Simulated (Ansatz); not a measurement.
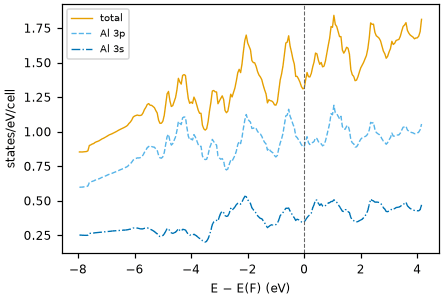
Fig. 1. Total and projected density of states of Al (dhcp (α-La type), P6_3/mmc), r²SCAN+D4 in the plane-wave PAW code Ansatz

Q: Which orbitals carry the states next to the Fermi level?

A: Within 0.5 eV of the Fermi level: Al 3p 66 %, Al 3s 28 %, outside the projected shells 6 %. Projections are on Löwdin-orthogonalised atomic valence shells; empty p or d shells of many metals are not among them.

Q: Where is the tallest occupied peak in this window, and what makes it?

A: Near -2.0 eV, about 1.7 states/eV per cell; the largest projected share is Al 3p.

The workflow started from a Materials Project entry (that database holds measured and hypothetical structures alike); the Crystallography Open Database copy checked does not list it. It is not the phase usual at ambient conditions (space group No. 225). The cell was relaxed with r²SCAN+D4 under the symmetry of its start; its stability against distortions is not shown here. The pairwise dispersion correction was not fitted to metals.

Potentials: the later of the program's two PAW sets.
